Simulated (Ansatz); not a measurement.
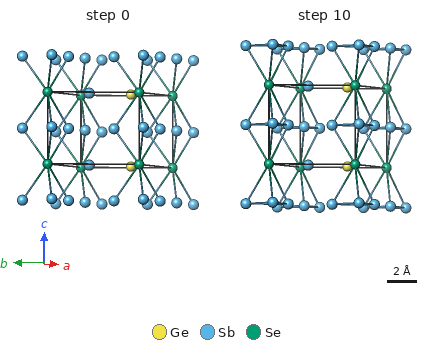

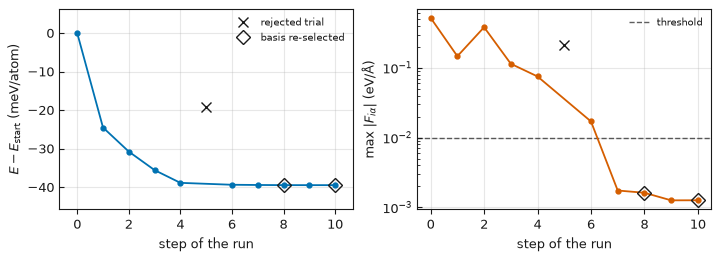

First and last geometry of a relaxation of a crystal of GeSb₄Se (a generated structure, set up in P-6m2), with the history of the run. The picture is a ball-and-stick view of the cell of the calculation, seen from a free direction.

Method: Ansatz 0.2.0, DFT PBE, scalar-relativistic, plane waves, PAW. (plane-wave cutoff 420 eV; k-point mesh 6 × 6 × 8; occupations gaussian; smearing width 0.1 eV; no spin polarisation; cell and atoms relaxed; force threshold 0.01 eV/Å; at most 80 steps)

### Did the run converge, and what did it change?

It converged. The largest moves relative to the cell, 0.044 Å, are those of Sb atoms. Ge and Se stay in place. The drawn cell changes as follows: a = b 6.413 → 6.036 Å (−5.9 %), c 4.986 → 5.470 Å (+9.7 %); the volume changes by −2.8 %. Some distances before and after: Sb–Sb 3.232 → 2.967 Å, Sb–Se 3.114 → 3.227 Å. Bond angles that change, for instance: Sb–Se–Sb 106.4° → 115.9°, Se–Sb–Se 106.4° → 115.9°, Sb–Se–Sb 145.1° → 149.2°. The space group stays P-6m2 (No. 187). Over 7 accepted moves (10 points after the start) the energy falls by 39.5 meV per atom. The largest force component goes from 0.52 to 0.0013 eV/Å. Pressure: −0.38 GPa at the start and 0.01 GPa at the end. The line search rejected the trial step at point 5 of the run. At 2 points the geometry stayed and the basis and grid were re-selected for the new cell (energy shift of less than 0.05 meV per atom at most each time).
